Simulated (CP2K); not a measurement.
# SnS (SMILES [S][Sn]): PBE/TZV2P-MOLOPT-PBE-GTH (core potential)

Aim: the energy change on altering one bond length of SnS at PBE/TZV2P-MOLOPT-PBE-GTH (core potential), from 2 runs. 

The calculation is run with CP2K 2026.2.

6 further runs of the same task are left out: 3 that didn't finish, 3 set aside as unsound or not needed.

## Step 1: Starting point

SnS: 2 atoms, total charge 0, spin state singlet. SMILES: `[S][Sn]`. The bond length is the measured one.

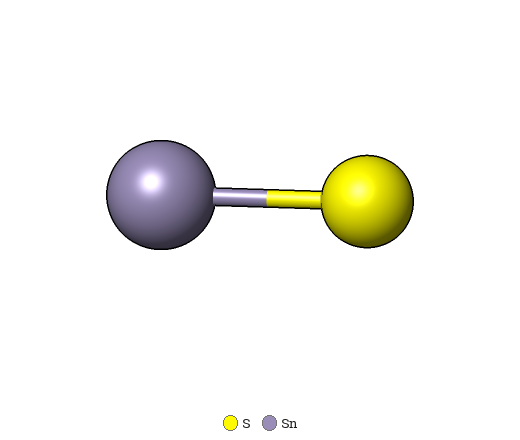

Viewed from a chosen angle; sulfur yellow, tin purple.

## Step 2: A single-point energy at PBE/TZV2P-MOLOPT-PBE-GTH (core potential)

Contents of molecule.inp:

```
&GLOBAL
    PROJECT molecule
    RUN_TYPE ENERGY
    PRINT_LEVEL MEDIUM
&END

&FORCE_EVAL
    METHOD Quickstep
    &DFT
        BASIS_SET_FILE_NAME BASIS_MOLOPT_UZH
        POTENTIAL_FILE_NAME POTENTIAL_UZH
        ! Quickstep
        &QS
            METHOD GPW
            EPS_DEFAULT 1.0E-10
        &END
        ! real-space grids
        &MGRID
            CUTOFF 400
            REL_CUTOFF 50
            NGRIDS 4
        &END
        &POISSON
            PERIODIC NONE
            POISSON_SOLVER MULTIPOLE
        &END
        &SCF
            SCF_GUESS ATOMIC
            EPS_SCF 1.0E-06
            MAX_SCF 50
            &OT
                MINIMIZER DIIS
                PRECONDITIONER FULL_ALL
            &END
            &OUTER_SCF
                EPS_SCF 1.0E-06
                MAX_SCF 5
            &END
        &END
        ! exchange and correlation
        &XC
            &XC_FUNCTIONAL PBE
            &END
        &END
        ! extra output
        &PRINT
            &MOMENTS
                PERIODIC F
                REFERENCE COM
                MAX_MOMENT 1
            &END
            &MO_CUBES
                NLUMO 3
                NHOMO -1
                WRITE_CUBE F
            &END
            &HIRSHFELD OFF
            &END
        &END
    &END
    &SUBSYS
        ! vacuum box
        &CELL
            ABC 7 7 9.2
            PERIODIC NONE
        &END
        &COORD
            S      3.500000     3.500000     3.495487
            Sn     3.500000     3.500000     5.704513
        &END
        &KIND S
            BASIS_SET TZV2P-MOLOPT-PBE-GTH-q6
            POTENTIAL GTH-PBE-q6
        &END
        &KIND Sn
            BASIS_SET TZV2P-MOLOPT-PBE-GTH-q14
            POTENTIAL GTH-PBE-q14
        &END
    &END
&END
```

Launch:

```console
OMP_NUM_THREADS=1 cp2k.psmp -i molecule.inp -o molecule.out
```

The program printed:

```text
CP2K| version string:                                       CP2K version 2026.2
[...]
 GLOBAL| Method name                                                        CP2K
[...]
 GLOBAL| Run type                                                         ENERGY
[...]
 DFT| Spin restricted Kohn-Sham (RKS) calculation                            RKS
 DFT| Multiplicity                                                             1
[...]
 DFT| Charge                                                                   0
[...]
 FUNCTIONAL| PBE:
 QS| Method:                                                                 GPW
[...]
 QS| Density cutoff [a.u.]:                                                200.0
[...]
 QS| Relative density cutoff [a.u.]:                                        25.0
[...]
                             - Atoms:                                          2
[...]
                             - Spherical basis functions:                     70
[...]
 Number of electrons:                                                         20
[...]
     1 OT DIIS     0.15E+00    0.4     0.26656263       -75.5530483739 -7.56E+01
[...]
    34 OT DIIS     0.15E+00    0.4     0.00000096       -77.7427735438 -1.16E-10
  *** SCF run converged in    34 steps ***
[...]
  Overlap energy of the core charge distribution:               0.00000000677810
  Self energy of the core charge distribution:               -131.52888944824051
  Core Hamiltonian energy:                                     37.07977735526352
  Hartree energy:                                              27.09292442497948
  Exchange-correlation energy:                                -10.38658588260613
  Total energy:                                               -77.74277354382555
[...]
                     Mulliken Population Analysis
 #  Atom  Element  Kind  Atomic population                           Net charge
       1     S        1          6.405396                             -0.405396
       2     Sn       2         13.594604                              0.405396
 # Total charge                             20.000000                 -0.000000
[...]
  Dipole moment [Debye]
    X= -0.4897518E-04 Y=  0.3334594E-04 Z=  0.2828277E+01  Total=      2.8282774
[...]
 HOMO - LUMO gap [eV] :    3.143439
 ENERGY| Total FORCE_EVAL ( QS ) energy [hartree]            -77.742773543825550
[...]
```

Run time: 15 s. Hardware: 1 thread of AMD EPYC 9R45 (Zen 5), shared host; peak memory 0.52 GiB.

## Step 3: The distorted shape at the same level

Contents of molecule.xyz:

```xyz
2

S      0.000000     0.000000    -2.650874
Sn     0.000000     0.000000     2.209026
```

Contents of calc.inp:

```
&FORCE_EVAL
 METHOD QUICKSTEP
 &DFT
  BASIS_SET_FILE_NAME BASIS_MOLOPT_UZH
  POTENTIAL_FILE_NAME POTENTIAL_UZH
  &QS
   METHOD GPW
   EPS_DEFAULT 1.0E-10
  &END
  &MGRID
   CUTOFF 400
   REL_CUTOFF 50
   NGRIDS 4
  &END
  &POISSON
   PERIODIC NONE
   POISSON_SOLVER MULTIPOLE
  &END
  &SCF
   SCF_GUESS ATOMIC
   EPS_SCF 1.0E-06
   MAX_SCF 40
   &OT
    MINIMIZER CG
    PRECONDITIONER FULL_SINGLE_INVERSE
   &END
   &OUTER_SCF
    EPS_SCF 1.0E-06
    MAX_SCF 10
   &END
  &END
  &XC
   &XC_FUNCTIONAL PBE
   &END
  &END
  &PRINT
   &MOMENTS
    PERIODIC F
    REFERENCE COM
    MAX_MOMENT 1
   &END
   &MO_CUBES
    NLUMO 3
    NHOMO -1
    WRITE_CUBE F
   &END
   &HIRSHFELD OFF
   &END
  &END
 &END
 &SUBSYS
  &CELL
   ABC 7 7 11.9
   PERIODIC NONE
  &END
  &TOPOLOGY
   COORD_FILE_NAME molecule.xyz
   COORD_FILE_FORMAT XYZ
   &CENTER_COORDINATES
   &END
  &END
  &KIND S
   BASIS_SET TZV2P-MOLOPT-PBE-GTH-q6
   POTENTIAL GTH-PBE-q6
  &END
  &KIND Sn
   BASIS_SET TZV2P-MOLOPT-PBE-GTH-q14
   POTENTIAL GTH-PBE-q14
  &END
 &END
&END

&GLOBAL
 PROJECT calc
 RUN_TYPE ENERGY
 PRINT_LEVEL MEDIUM
&END
```

Launch:

```console
OMP_NUM_THREADS=1 cp2k.psmp -i calc.inp > calc.out 2>&1
```

The program printed:

```text
CP2K| version string:                                       CP2K version 2026.2
[...]
 GLOBAL| Method name                                                        CP2K
[...]
 GLOBAL| Run type                                                         ENERGY
[...]
 DFT| Spin restricted Kohn-Sham (RKS) calculation                            RKS
 DFT| Multiplicity                                                             1
[...]
 DFT| Charge                                                                   0
[...]
 FUNCTIONAL| PBE:
 QS| Method:                                                                 GPW
[...]
 QS| Density cutoff [a.u.]:                                                200.0
[...]
 QS| Relative density cutoff [a.u.]:                                        25.0
[...]
                             - Atoms:                                          2
[...]
                             - Spherical basis functions:                     70
[...]
 Number of electrons:                                                         20
[...]
     1 OT CG       0.80E-01    0.5     0.25163556       -75.3484757005 -7.53E+01
[...]
    29 OT CG       0.38E-01    0.5     0.00000088       -77.5293991160 -6.64E-11
  *** SCF run converged in    29 steps ***
[...]
  Overlap energy of the core charge distribution:               0.00000000000000
  Self energy of the core charge distribution:               -131.52888944824051
  Core Hamiltonian energy:                                     36.92843238308311
  Hartree energy:                                              27.28444913658256
  Exchange-correlation energy:                                -10.21339118738683
  Total energy:                                               -77.52939911596167
[...]
                     Mulliken Population Analysis
 #  Atom  Element  Kind  Atomic population                           Net charge
       1     S        1          6.307976                             -0.307976
       2     Sn       2         13.692024                              0.307976
 # Total charge                             20.000000                  0.000000
[...]
  Dipole moment [Debye]
    X=  0.7162945E-05 Y= -0.2671459E-05 Z=  0.7719774E+01  Total=      7.7197741
[...]
 HOMO - LUMO gap [eV] :    0.073674
 ENERGY| Total FORCE_EVAL ( QS ) energy [hartree]            -77.529399115961667
[...]
```

Wall time 89 s (1 thread of AMD EPYC 9R45 (Zen 5), shared host); peak memory 0.59 GiB.

## Step 4: Results

At PBE/TZV2P-MOLOPT-PBE-GTH (core potential):

| quantity | value |
| --- | --- |
| first shape: total energy | -77.74277 Eh |
| first shape: dipole moment | 2.83 D |
| first shape: HOMO energy | -6.17 eV |
| first shape: LUMO energy | -3.03 eV |
| first shape: HOMO–LUMO gap | 3.14 eV |
| distorted shape: total energy | -77.52940 Eh |
| distorted shape: dipole moment | 7.72 D |
| distorted shape: HOMO energy | -4.76 eV |
| distorted shape: LUMO energy | -4.69 eV |
| distorted shape: HOMO–LUMO gap | 0.07 eV |
| energy change with the S1–Sn2 bond stretched from 2.209 to 4.860 Å | 5.806 eV |

**Reading.** One bond (distorted shape) is far stretched, which a spin-restricted single reference describes badly; a broken-symmetry solution may lie lower. With the S1–Sn2 bond stretched from 2.209 to 4.860 Å the energy rises by 5.81 eV (134 kcal/mol). The first shape isn't relaxed at this level, so the change isn't measured from a minimum. A restricted reference can't describe the breaking bond well at this length.
